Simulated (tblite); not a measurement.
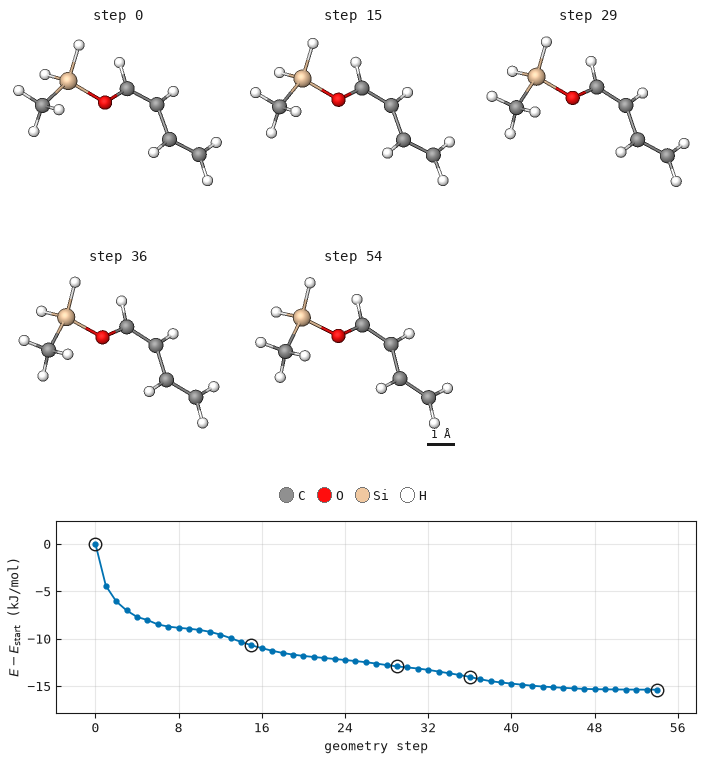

Frames of a relaxation of C$_{5}$H$_{10}$OSi, marked on the history of the run. A ball-and-stick model, seen at a tilt.

Method: tblite 0.8.0, GFN2-xTB geometry optimisation, gas phase. 

Question: What happens along the run?

Answer: After 54 geometry steps the energy has fallen by 15.4 kJ/mol. The largest moves after the best rigid fit, 0.50 Å, are those of H atoms. Largest moves by element: H 0.50 Å, C 0.37 Å, O 0.32 Å, Si 0.18 Å. Near-neighbour distances that change, for instance: C–Si 1.854 → 1.887 Å, O–Si 1.660 → 1.631 Å, H–Si 1.495 → 1.467 Å, C–O 1.365 → 1.344 Å. Bond angles that change, for instance: C–O–Si 121.1° → 131.8°, O–Si–C 113.1° → 102.6°, C–Si–H 109.4° → 112.6°. Cost: 0.3 s on 1 thread of Arm Neoverse V2, on a shared host. From step 0 to 15: the O atom moves most (0.12 Å), energy −10.7 kJ/mol. From step 15 to 29: an H atom moves most (0.18 Å), energy −2.22 kJ/mol. From step 29 to 36: an H atom moves most (0.17 Å), energy −1.11 kJ/mol. From step 36 to 54: H atoms move most (0.16 Å), energy −1.35 kJ/mol.

| step | E − E(0), kJ/mol |
| --- | --- |
| 0 | 0.00 |
| 1 | -4.40 |
| 2 | -6.05 |
| 3 | -7.01 |
| 4 | -7.69 |
| 5 | -8.02 |
| 6 | -8.48 |
| 7 | -8.70 |
| 8 | -8.83 |
| 9 | -8.93 |
| 10 | -9.06 |
| 12 | -9.55 |
| 15 | -10.68 |
| 17 | -11.26 |
| 19 | -11.66 |
| 22 | -12.02 |
| 24 | -12.23 |
| 26 | -12.46 |
| 29 | -12.90 |
| 31 | -13.12 |
| 33 | -13.45 |
| 35 | -13.80 |
| 38 | -14.46 |
| 40 | -14.71 |
| 42 | -14.94 |
| 45 | -15.16 |
| 47 | -15.27 |
| 49 | -15.32 |
| 52 | -15.35 |
| 54 | -15.36 |
